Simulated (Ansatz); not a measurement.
## Cu(111): modes of surface species

Aim: bond lengths and vibrational modes of species bound on Cu(111).

Method: DFT PBE, scalar-relativistic, plane waves, PAW; PAW set soft_1, in Ansatz 0.2.0.

## 1. The bulk crystal behind the slab

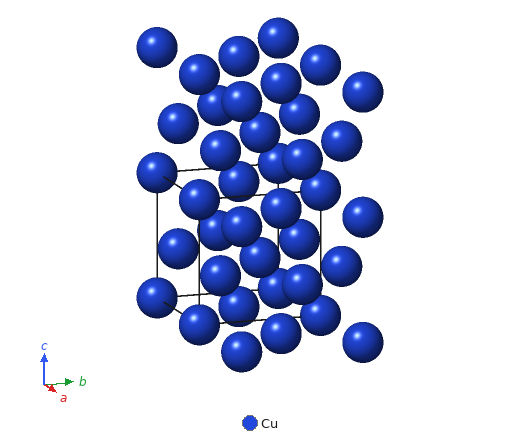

The cell as given, slightly off an axis (copper blue). 2×1×2 cells are drawn. This picture shows the conventional cell, with its axes. Some periodic images of atoms are drawn too.

## 2. Relaxation of the host

The host crystal is relaxed at the same level, and its volume sets the scale of the cells that follow.

Contents of input.yaml:

```yaml
crystal:
  lattice:
    - [0.0, 1.815, 1.815]
    - [1.815, 0.0, 1.815]
    - [1.815, 1.815, 0.0]
  atoms:
    - { symbol: Cu, position: [0.0, 0.0, 0.0] }
kpoints:
  mp_grid: { grid: [24, 24, 24] }
hamiltonian:
  xc: pbe
  pseudopotentials: { kind: paw, azcp: { folder: soft_1 } }
scf:
  occupations: { method: methfessel_paxton, width: 0.15 }
output:
  forces: true
  stress: true
  eigenvalues: true
relax:
  adjacent_minimum: "off"
  f_tol: 0.002
  max_steps: 60
  cell: { stress_tol: 0.02 }
```

Launch:

```
$ ansatz run input.yaml --threads 8 --pin off --max-ram 20480MiB --backend cpu --events-out ev --progress --plain --runs-dir out
```

Numbers of over 12 decimals in the logs are rounded to 6 here.

The log of the run:

```text
The last accepted step is kept in <dir> (removed where the run ends without a failure and the disk answers)
Engine: ansatz 0.2.0, x86_64-unknown-linux-gnu
Pseudopotentials: kind: paw
Pseudopotential: Cu, paw, valence charge 19, recommended cutoff 420 eV (normal), soft_1/Cu.paw.azcp
Functional definition: PBE
  parameter kappa = 0.804
  parameter beta = 0.066725
  exchange = pbe_x(kappa = kappa, mu = beta*pi^2/3)
[...]
--- Relaxed structure (3 steps of the walk, 3 accepted, 1 SCFs on fresh bases) ---
  F+E_penalty+E_count = -6625.18473276 eV   max|allowed force component| = 0.000e0 eV/Å   (the final SCF, on the basis selected at the relaxed cell)
  cell:  # Å, volume = 11.9489 Å³
    - [0, 1.814538, 1.814538]
    - [1.814538, 0, 1.814538]
    - [1.814538, 1.814538, 0]
  atoms:
    - { symbol: Cu, position: [0.0, 0.0, 0.0] }
[key lines of the parts left out:]
SCF converged after 5 iterations
Free energy (F): -6625.184733 eV
Fermi energy:    16.123004 eV
P = ⅓ Tr σ = 0.0007 GPa (0.007 kbar)
```

Elapsed: 1.7 s, on 8 threads of Intel Xeon 6975P-C (Granite Rapids), shared host; peak memory 0.45 GiB; 9.6 s of CPU time.

Little changed from the start: no atom moved by 0.005 Å and no cell edge by 0.1 %.

Numbers from this step:

- pressure: 6.77e-4 GPa
- volume per atom: 11.95 Å³
- gap on the k-mesh: 0 eV

The forces vanish by symmetry.

## 3. Letting the atoms settle: F at the fcc hollow site, 1 monolayer

The slab carries F at the fcc hollow site, 1 monolayer. Its plane takes the lattice constant of the bulk relaxed at this level. The lowest layers are held, and the other atoms relax. The program lengthens the typed cell of 22.4 Å along the normal to 38.7 Å, as its cut-off of the electrostatics needs, and moves no atom.

System of this step: F at the fcc hollow site, 1 monolayer on Cu(111). The cell holds 5 atoms: 4 Cu and 1 F. Cell: a = 2.566 Å, b = 2.566 Å, c = 38.694 Å, α = 90.0°, β = 90.0°, γ = 60.0°. It derives from Cu. Vacuum lies along c.

Contents of input.yaml:

```yaml
crystal:
  lattice:
    - [2.5661472057, 0.0, 0.0]
    - [1.2830736028, 2.2223446645, 0.0]
    - [0.0, 0.0, 22.4429807987]
  atoms:
    - { symbol: Cu, position: [0.0, 0.0, 0.334095] }
    - { symbol: Cu, position: [0.333333, 0.333333, 0.427454] }
    - { symbol: Cu, position: [0.666667, 0.666667, 0.520813] }
    - { symbol: Cu, position: [0.0, 0.0, 0.614171] }
    - { symbol: F, position: [0.333333, 0.333333, 0.665905] }
  periodic: [true, true, false]
kpoints:
  mp_grid: { grid: [12, 12, 1] }
hamiltonian:
  xc: pbe
  pseudopotentials: { kind: paw, azcp: { folder: soft_1 } }
scf:
  occupations: { method: methfessel_paxton, width: 0.15 }
output:
  forces: true
  eigenvalues: true
relax:
  adjacent_minimum: "off"
  f_tol: 0.003
  max_steps: 120
  constraints: [{ sites: [0, 1] }]
```

The log of the run:

```text
Warning: crystal.periodic: the lattice vector that does not repeat stood 0.000° off the slab's normal, 22.443 Å along it as the deck builds it. The run solves the slab on a vector along the normal, 38.694 Å long, with every atom where it was (on the deck's vector they left 15.00 Å outside them, and the widest stretch free of ions among them is 2.10 Å). A fractional position that the run reports is one of the run's ce [...]
Warning: the atoms were moved onto the symmetric positions of the space group found under crystal.symmetry.tolerance 1.0e-5 (fractional; no operation is sought that the atoms, as they stand in a round, miss by more than twice it, and no atom is moved by as much as it), and the run uses the moved positions. Before a round's move an operation carried an atom to 3.08e-6 Å from where it should land, the largest such dist [...]
[...]
crystal.periodic: the lattice vector that does not repeat stood 0.000° off the slab's normal, 22.443 Å along it as the deck builds it. The run solves the slab on a vector along the normal, 38.694 Å long, with every atom where it was (on the deck's vector they left 15.00 Å outside them, and the widest stretch free of ions among them is 2.10 Å). A fractional position that the run reports is one of the run's cell, which [...]
[...]
Crystal: 5 atoms, lattice volume = 220.664 Å³
Basis set: ecut = 420 eV, 4431 PW (Γ), exchange–correlation on 36×36×540 points (8 copies of the dense FFT grid, shifted against one another)
Bands: 50, of which v1, the nominal top of the filled ones, is band 42 counted from 1 (41 counted from 0)
Symmetry: 6 space group operations
[...]
k-points: 19 of 144 (time reversal used)
[...]
SCF iter   1: F=—  HF=-27311.419289 eV  |F-HF|=—  |Δ(HF+E_count)|=         —  Δρ=1.26e-1  dr2=2.44e1  ethr=3.10e-3  ⟨swp⟩=15.6  Hψ=6480  notcnv=0  defer=10
[...]
SCF iter  19: F=-27307.037708 eV  HF=-27307.037708 eV  |F-HF|=2.98e-8  |Δ(HF+E_count)|=   1.57e-8  S|Δr|=    0.00e0  Δρ=9.72e-7  dr2=2.49e-9  ethr=4.33e-11  ⟨swp⟩=5.7  Hψ=3742  notcnv=0
SCF 1 converged in 19 iterations: F = -27307.037708 eV  dr2 = 2.49e-9
[...]
relax step   1: F+E_penalty+E_count = -27307.03770801 eV  Δ(F+E_penalty+E_count) = +0.000e0 eV  max|allowed force component| = 2.942e0 eV/Å  Δτ_max = 0.0000 Å  (19 SCF iters, dr2 threshold 2.25e-7 eV, accepted)
[...]
SCF iter   8: F=-27307.182982 eV  HF=-27307.182940 eV  |F-HF|=4.16e-5  |Δ(HF+E_count)|=   5.44e-6  S|Δr|=    0.00e0  Δρ=7.63e-5  dr2=2.84e-5  ethr=1.20e-7  ⟨swp⟩=16.6  Hψ=5962  notcnv=0
SCF 2 converged in 8 iterations: F = -27307.182982 eV  dr2 = 2.84e-5
relax step   2: F+E_penalty+E_count = -27307.18298154 eV  Δ(F+E_penalty+E_count) = -1.453e-1 eV  max|allowed force component| = 1.794e0 eV/Å  Δτ_max = 0.0451 Å  (8 SCF iters, dr2 threshold 1.00e-4 eV, accepted)
[...]
SCF iter  10: F=-27307.277349 eV  HF=-27307.277361 eV  |F-HF|=1.24e-5  |Δ(HF+E_count)|=   2.24e-5  S|Δr|=    0.00e0  Δρ=7.41e-5  dr2=1.65e-5  ethr=7.95e-8  ⟨swp⟩=9.9  Hψ=3385  notcnv=0
SCF 3 converged in 10 iterations: F = -27307.277349 eV  dr2 = 1.65e-5
relax step   3: F+E_penalty+E_count = -27307.27734897 eV  Δ(F+E_penalty+E_count) = -9.437e-2 eV  max|allowed force component| = 1.304e-1 eV/Å  Δτ_max = 0.0714 Å  (10 SCF iters, dr2 threshold 1.00e-4 eV, accepted)
[...]
relax step   4: F+E_penalty+E_count = -27307.27799593 eV  Δ(F+E_penalty+E_count) = -6.470e-4 eV  max|allowed force component| = 8.119e-3 eV/Å  Δτ_max = 0.0107 Å  (8 SCF iters, dr2 threshold 1.06e-6 eV, accepted)
SCF iter   1: F=—  HF=-27307.278039 eV  |F-HF|=—  |Δ(HF+E_count)|=         —  Δρ=4.20e-5  dr2=1.13e-5  ethr=1.29e-7  ⟨swp⟩=2.0  Hψ=1729  notcnv=0
[...]
SCF iter   8: F=-27307.277999 eV  HF=-27307.277999 eV  |F-HF|=3.02e-8  |Δ(HF+E_count)|=   8.39e-9  S|Δr|=    0.00e0  Δρ=1.24e-6  dr2=4.69e-9  ethr=9.94e-12  ⟨swp⟩=5.1  Hψ=3608  notcnv=0
SCF 5 converged in 8 iterations: F = -27307.277999 eV  dr2 = 4.69e-9
relax step   5: F+E_penalty+E_count = -27307.27799927 eV  Δ(F+E_penalty+E_count) = -3.340e-6 eV  max|allowed force component| = 6.083e-4 eV/Å  Δτ_max = 0.0006 Å  (8 SCF iters, accepted)
SCF converged after 8 iterations
[...]
Free energy (F): -27307.277999 eV
[...]
Internal energy: -27307.267819 eV  (E = F + TS)
E sigma→0 (E₀):  -27307.275454 eV
Entropy (-TS):   -0.010180 eV (-2.036 meV/atom)
Fermi energy:    -6.946695 eV
[...]
--- Forces (eV/Å), atoms counted from 1 ---
  atom   1  Cu     0.00000000     0.00000000     0.01924674
  atom   2  Cu     0.00000000    -0.00000000    -0.01997028
  atom   3  Cu    -0.00000000    -0.00000000     0.00020785
  atom   4  Cu    -0.00000000    -0.00000000     0.00060826
  atom   5  F      0.00000000     0.00000000    -0.00006420
  max |Σ_I F_I| component: 2.84e-5 eV/Å
--- Band table (eV; the first three rows and the last of 19) ---
  k-point 0: bands = [... 38 lower, -8.6729, -8.5261, -8.5261, -7.5335, -7.2585, -7.2585, -2.6980 (-2.6992°), -1.9692 (-2.0395°?), ... 4 higher]
  k-point 1: bands = [... 38 lower, -8.6523, -8.5197, -8.4588, -7.3681, -7.2463, -7.0107, -2.5307 (-2.5317°), -1.7599 (-1.8306°?), ... 4 higher]
  k-point 2: bands = [... 38 lower, -8.6063, -8.4975, -8.0861, -7.3235, -7.2229, -6.0152, -2.0543 (-2.0548°), -1.1552 (-1.2153°?), ... 4 higher]
  k-point 18: bands = [... 38 lower, -7.8422, -7.1482, -3.5329, -3.2900, -2.9994, -2.3641, -1.6792, -1.5689, ... 4 higher]
  ° read free of the cell's end (the report's vacuum.weakly_bound_levels)
  °? not known for the slab's own: over its row's bound_up_to_ev there, or no deeper under its free states than its continued_xc_part_ev in size
--- Relaxed structure (5 steps of the walk, 5 accepted, 0 SCFs on fresh bases) ---
  F+E_penalty+E_count = -27307.27799927 eV   max|allowed force component| = 6.083e-4 eV/Å
  cell:  # Å, volume = 220.6644 Å³
    - [2.566145, 2.8867564417719038e-11, 0.0]
    - [1.283072, 2.222347, 0.0]
    - [0.0, 0.0, 38.693611]
  atoms:
    - { symbol: Cu, position: [-7.031412401060061e-17, -1.1842367635562375e-17, 0.193781] }
    - { symbol: Cu, position: [0.333333, 0.333333, 0.247931] }
    - { symbol: Cu, position: [0.666667, 0.666667, 0.301966] }
[...]
- { symbol: F, position: [0.333333, 0.333333, 0.389527] }
```

Elapsed: 10 s, on 8 threads; peak memory 0.86 GiB; 72 s of CPU time.

This run has no spin polarisation although its electron count is odd.

The steps of the relaxation:

```csv
step,energy less that of the first step (eV),largest force component (eV/Å)
1,0.0000,2.9423
2,-0.1453,1.7940
3,-0.2396,0.1304
4,-0.2403,0.0081
5,-0.2403,0.0006
```

The run keeps the 6 symmetry operations that it works with, so distortions that break them were not tested.

The atoms that moved most (Å):

| atom | dx | dy | dz | length |
| --- | --- | --- | --- | --- |
| F5 | 0.000 | 0.000 | 0.127 | 0.127 |
| Cu4 | 0.000 | 0.000 | -0.052 | 0.052 |

The relaxed structure:

```xyz
5
Lattice="2.5661 0.0000 0.0000 1.2831 2.2223 0.0000 0.0000 0.0000 38.6936" Properties=species:S:1:pos:R:3
Cu    0.0000    0.0000    7.4981
Cu    1.2831    0.7408    9.5933
Cu    2.5661    1.4816   11.6842
Cu    0.0000    0.0000   13.7321
F     1.2831    0.7408   15.0722
```

The largest force component left on a free atom is 0.61 meV/Å.

## 4. Modes of the chosen sites: F at the fcc hollow site, 1 monolayer

Only 2 sites are displaced (1 Cu and 1 F), with their periodic images, and all others stay at rest. This gives the modes that are localised on these sites for less work than the whole matrix.

input.yaml, the sections that differ from step 3:

```yaml
crystal:
  lattice:
    - [2.5661448931, 0.0, 0.0]
    - [1.2830724465, 2.2223466673, 0.0]
    - [0.0, 0.0, 38.6936109176]
  atoms:
    - { symbol: Cu, position: [0.0, 0.0, 0.1937810272] }
    - { symbol: Cu, position: [0.3333333333, 0.3333333333, 0.2479309035] }
    - { symbol: Cu, position: [0.6666666667, 0.6666666667, 0.301966406] }
    - { symbol: Cu, position: [0.0, 0.0, 0.3548940602] }
    - { symbol: F, position: [0.3333333333, 0.3333333333, 0.3895266698] }
  periodic: [true, true, false]
output:
  eigenvalues: true
phonons:
  method: fd
  supercell: [1, 1, 1]
  displaced_sites: [3, 4]
  rigid_motions: translations
# kpoints, hamiltonian, scf: as in step 3
# relax: removed
```

The log of the run:

```text
[...]
Crystal: 5 atoms, lattice volume = 220.664 Å³
Basis set: ecut = 420 eV, 4431 PW (Γ), exchange–correlation on 36×36×540 points (8 copies of the dense FFT grid, shifted against one another)
Bands: 50, of which v1, the nominal top of the filled ones, is band 42 counted from 1 (41 counted from 0)
Symmetry: 6 space group operations
k-points: 19 of 144 (time reversal used)
[...]
SCF iter   1: F=—  HF=-27312.130416 eV  |F-HF|=—  |Δ(HF+E_count)|=         —  Δρ=1.29e-1  dr2=2.91e1  ethr=3.10e-3  ⟨swp⟩=15.8  Hψ=6432  notcnv=0  defer=8
[...]
SCF iter  23: F=-27307.277999 eV  HF=-27307.277999 eV  |F-HF|=4.13e-9  |Δ(HF+E_count)|=   6.71e-9  S|Δr|=    0.00e0  Δρ=1.48e-7  dr2=4.23e-11  ethr=1.00e-12  ⟨swp⟩=20.6  Hψ=6831  notcnv=0
SCF 1 converged in 23 iterations: F = -27307.277999 eV  dr2 = 4.23e-11
[...]
Symmetry: 2 space group operations
k-points: 43 of 144 (time reversal used)
[...]
SCF iter  17: F=-27307.277975 eV  HF=-27307.277975 eV  |F-HF|=1.16e-10  |Δ(HF+E_count)|=  4.26e-10  S|Δr|=    0.00e0  Δρ=2.66e-8  dr2=1.62e-12  ethr=1.00e-12  ⟨swp⟩=8.6  Hψ=12376  notcnv=0
SCF 2 converged in 17 iterations: F = -27307.277975 eV  dr2 = 1.62e-12
[...]
SCF iter  10: F=-27307.277973 eV  HF=-27307.277973 eV  |F-HF|=7.64e-10  |Δ(HF+E_count)|=  3.60e-10  S|Δr|=    0.00e0  Δρ=4.28e-8  dr2=5.20e-12  ethr=1.00e-12  ⟨swp⟩=9.0  Hψ=12466  notcnv=0
SCF 3 converged in 10 iterations: F = -27307.277973 eV  dr2 = 5.20e-12
[...]
SCF iter  15: F=-27307.277981 eV  HF=-27307.277981 eV  |F-HF|=4.07e-10  |Δ(HF+E_count)|=  2.47e-10  S|Δr|=    0.00e0  Δρ=1.69e-8  dr2=1.49e-12  ethr=1.00e-12  ⟨swp⟩=8.5  Hψ=12377  notcnv=0
SCF 4 converged in 15 iterations: F = -27307.277981 eV  dr2 = 1.49e-12
[...]
SCF iter   8: F=-27307.277981 eV  HF=-27307.277981 eV  |F-HF|=5.78e-10  |Δ(HF+E_count)|=  6.18e-10  S|Δr|=    0.00e0  Δρ=4.85e-8  dr2=3.72e-12  ethr=1.00e-12  ⟨swp⟩=9.0  Hψ=12394  notcnv=0
SCF 5 converged in 8 iterations: F = -27307.277981 eV  dr2 = 3.72e-12
SCF converged after 23 iterations
[...]
Free energy (F): -27307.277999 eV
[...]
Internal energy: -27307.267819 eV  (E = F + TS)
E sigma→0 (E₀):  -27307.275454 eV
Entropy (-TS):   -0.010181 eV (-2.036 meV/atom)
Fermi energy:    -6.946689 eV
[...]
--- Forces (eV/Å), atoms counted from 1 ---
  atom   1  Cu     0.00000000    -0.00000000     0.01925583
  atom   2  Cu     0.00000000     0.00000000    -0.01996965
  atom   3  Cu    -0.00000000    -0.00000000     0.00019987
  atom   4  Cu     0.00000000    -0.00000000     0.00057637
  atom   5  F     -0.00000000     0.00000000    -0.00006028
  max |Σ_I F_I| component: 2.14e-6 eV/Å
--- Band table (eV; the first three rows and the last of 19) ---
  k-point 0: bands = [... 38 lower, -8.6729, -8.5260, -8.5260, -7.5335, -7.2585, -7.2585, -2.6981 (-2.6994°), -1.9704 (-2.0405°?), ... 4 higher]
  k-point 1: bands = [... 38 lower, -8.6522, -8.5197, -8.4588, -7.3681, -7.2463, -7.0107, -2.5308 (-2.5318°), -1.7611 (-1.8316°?), ... 4 higher]
  k-point 2: bands = [... 38 lower, -8.6063, -8.4975, -8.0861, -7.3235, -7.2229, -6.0151, -2.0543 (-2.0548°), -1.1564 (-1.2166°?), ... 4 higher]
  k-point 18: bands = [... 38 lower, -7.8421, -7.1482, -3.5329, -3.2900, -2.9994, -2.3641, -1.6792, -1.5689, ... 4 higher]
  ° read free of the cell's end (the report's vacuum.weakly_bound_levels)
[...]
--- Phonons: 4 displaced members + reference (amplitude 0.0025 Å, Σ member SCF iterations 50) ---
  symmetry images taken by strict's conditions (phonons.symmetry_images: auto; settled by no image being taken that strict refuses)
  force constants formed among 2 of 5 sites (Cu 3, F 4); the other 3 at rest. The modes move the named sites alone.
  the frequencies, the zero-point energy and the sums are of the block with the acoustic sum rule laid on its rows. Row sums over every site: 6.3e-5 eV/Å² at the most
  transpose residual: 2.1e-5 eV/Å²
  largest component of a force at the reference: 5.8e-4 eV/Å on a named site, 2.0e-2 eV/Å on a site at rest
  frequencies among the named sites at Γ of the cell (cm⁻¹): 56.61 56.61 121.88 207.00 207.00 494.12
  unstable modes among the named sites: 0
  frequencies as built, with no sum rule (cm⁻¹): 56.61 56.61 121.88 207.00 207.00 494.12
  zero-point energy: 0.070871 eV/cell   skipped modes (ω ≤ 0): 0
  not written: the harmonic force-constant file, the file of eigenvectors (these modes' are written with the force constants), the density of states and the dispersion, which are of every site
```

Run time: 16 s. Hardware: 8 threads; peak memory 0.98 GiB.

This run has no spin polarisation, although Cu can carry a moment.

The other atoms of the cell are at rest; shares are of the kinetic energy, a minus sign marks an imaginary mode, and where like sites share a mode the one named is one choice of several. Modes of the displaced sites:

| mode | frequency (cm⁻¹) | share of Cu (%) | share of F (%) | site with the largest share | its share (%) |
| --- | --- | --- | --- | --- | --- |
| 1 | 56.6 | 70 | 30 | Cu4 | 70 |
| 2 | 56.6 | 70 | 30 | Cu4 | 70 |
| 3 | 121.9 | 75 | 25 | Cu4 | 75 |
| 4 | 207.0 | 30 | 70 | F5 | 70 |
| 5 | 207.0 | 30 | 70 | F5 | 70 |
| 6 | 494.1 | 25 | 75 | F5 | 75 |

The highest mode of the block lies at 494.1 cm⁻¹; the acoustic sum rule moved it by 0.0 cm⁻¹.

## 5. Letting the atoms settle: F at the fcc hollow site, 0.5 monolayer

The slab carries F at the fcc hollow site, 0.5 monolayer. Its plane takes the lattice constant of the bulk relaxed at this level. The lowest layers are held, and the other atoms relax. The program lengthens the typed cell of 22.4 Å along the normal to 38.7 Å, as its cut-off of the electrostatics needs, and moves no atom.

System of this step: F at the fcc hollow site, 0.5 monolayer on Cu(111). The cell holds 9 atoms: 8 Cu and 1 F. Cell: a = 5.132 Å, b = 2.566 Å, c = 38.694 Å, α = 90.0°, β = 90.0°, γ = 60.0°. It derives from Cu. Vacuum lies along c.

Contents of input.yaml:

```yaml
crystal:
  lattice:
    - [5.1322944113, 0.0, 0.0]
    - [1.2830736028, 2.2223446645, 0.0]
    - [0.0, 0.0, 22.4429807987]
  atoms:
    - { symbol: Cu, position: [0.0, 0.0, 0.334095] }
    - { symbol: Cu, position: [0.5, 0.0, 0.334095] }
    - { symbol: Cu, position: [0.166667, 0.333333, 0.427454] }
    - { symbol: Cu, position: [0.666667, 0.333333, 0.427454] }
    - { symbol: Cu, position: [0.833333, 0.666667, 0.520813] }
    - { symbol: Cu, position: [0.333333, 0.666667, 0.520813] }
    - { symbol: Cu, position: [0.0, 0.0, 0.614171] }
    - { symbol: Cu, position: [0.5, 0.0, 0.614171] }
    - { symbol: F, position: [0.166667, 0.333333, 0.665905] }
  periodic: [true, true, false]
kpoints:
  mp_grid: { grid: [6, 12, 1] }
hamiltonian:
  xc: pbe
  pseudopotentials: { kind: paw, azcp: { folder: soft_1 } }
scf:
  occupations: { method: methfessel_paxton, width: 0.15 }
output:
  forces: true
  eigenvalues: true
relax:
  adjacent_minimum: "off"
  f_tol: 0.003
  max_steps: 120
  constraints: [{ sites: [0, 1, 2, 3] }]
```

The log of the run:

```text
[...]
Warning: crystal.lattice, of which some number shows no typed digit to judge by, misses the space group found at crystal.symmetry.tolerance 1.0e-5 by more than rounding, which is why this is a warning: the operation that it misses by the most changes a squared length by the fraction 3.12e-6, and from 1e-6 on that is taken for a strain and not for rounding. The run uses the lattice that is a stretch of the typed one,  [...]
[...]
atoms:
    - { symbol: Cu, position: [0.0, 0.0, 0.193781] }
    - { symbol: Cu, position: [0.500000, 0, 0.193781] }
    - { symbol: Cu, position: [0.166667, 0.333333, 0.247931] }
    - { symbol: Cu, position: [0.666667, 0.333333, 0.247931] }
    - { symbol: Cu, position: [0.835501, 0.664499, 0.302403] }
    - { symbol: Cu, position: [0.332824, 0.667176, 0.300930] }
    - { symbol: Cu, position: [-0.00970875, 0.00970875, 0.356098] }
    - { symbol: Cu, position: [0.510386, -0.010386, 0.353547] }
    - { symbol: F, position: [0.207309, 0.292691, 0.390733] }
[key lines of the parts left out:]
SCF converged after 2 iterations
Free energy (F): -53807.704974 eV
Fermi energy:    -5.756370 eV
```

The job ended after 71 s (8 threads; peak memory 2.3 GiB; 8.8 min of CPU time).

Relaxation path:

```
step  energy less that of the first step (eV)  largest force component (eV/Å)
   1                                   0.0000                          3.3620
   2                                  -0.2655                          2.0691
   3                                  -0.4637                          0.1783
   4                                  -0.4693                          0.0580
   5                                  -0.4698                          0.0235
   6                                  -0.4699                          0.0018
   7                                  -0.4699                          0.0018
```

Forces are held to the 2 operations that the run works with; a distortion that breaks them can't arise in this run.

The atoms that moved most (Å):

```
atom      dx      dy      dz  length
  F9   0.156  -0.090   0.174   0.251
 Cu8   0.040  -0.023  -0.104   0.114
 Cu6  -0.002   0.001  -0.045   0.045
 Cu7  -0.037   0.022  -0.005   0.043
 Cu5   0.008  -0.005   0.012   0.016
```

The largest force component left on a free atom is 1.8 meV/Å.

(Part 1 of 2 ends here.)

[Logs are printed without paths, hosts, clocks, repeated set-up lines and the standing remarks that a program may print on its own settings, such as how far it seeks lower states.]

[Hosts, paths, dates, database ids (printed as entryN), source tags and the programs' standing remarks are cut or masked in the printed files.]
